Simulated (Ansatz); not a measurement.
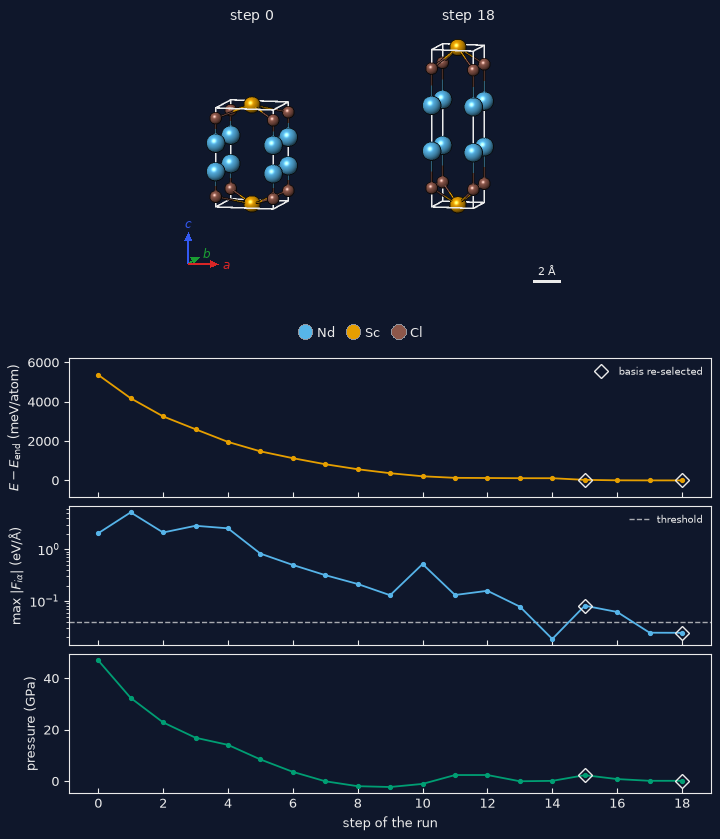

First and last geometry of a relaxation of crystalline Nd2ScCl2 (a generated structure, set up in P4/mmm) (coarse preliminary run), with the history of the run. The picture is a ball-and-stick view of the cell of the calculation, seen slightly off an axis.

Theory: DFT PBE, scalar-relativistic, plane waves, PAW; 4f electrons in the core of a trivalent norm-conserving potential in Ansatz 0.2.0. (plane-wave cutoff 660 eV; k-point mesh 4 × 4 × 2; occupations gaussian; smearing width 0.1 eV; no spin polarisation; cell and atoms relaxed; force threshold 0.04 eV/Å; at most 70 steps)

### What do the curves and the structures tell?

It converged. The largest moves relative to the cell, 0.21 Å, are those of Cl atoms. Largest moves by element: Cl 0.21 Å, Nd 0.02 Å. Sc stays in place. The drawn cell changes as follows: a = b 4.540 → 3.287 Å (−27.6 %), c 7.631 → 12.124 Å (+58.9 %); the volume changes by −16.7 %. Near-neighbour distances that change, for instance: Cl–Cl 1.579 → 2.924 Å, Nd–Nd 2.196 → 3.526 Å, Nd–Nd 4.540 → 3.287 Å, Sc–Sc 4.540 → 3.287 Å. Bonds break, among them: Cl–Cl (1.58 → 2.92 Å). Among the angles between lasting bonds that change: Sc–Cl–Sc 152.4° → 115.7°, Nd–Cl–Sc 103.8° → 122.2°, Sc–Cl–Sc 86.7° → 73.5°. The space group stays P4/mmm (No. 123). The energy falls by 5367 meV per atom in 16 accepted moves (18 points after the start). Largest force component: 2 eV/Å at the start, 0.024 eV/Å at the end. The pressure goes from 46.98 to 0.14 GPa. At 2 points the geometry stayed and the basis and grid were re-selected for the new cell (energy shift of 83.9 meV per atom at most each time). Cost: 4.1 min on 1 thread of Arm Neoverse N1, on a shared host, peak memory 0.48 GiB.

Limits of the set-up: the k-point mesh is coarse for a cell with partly filled bands.
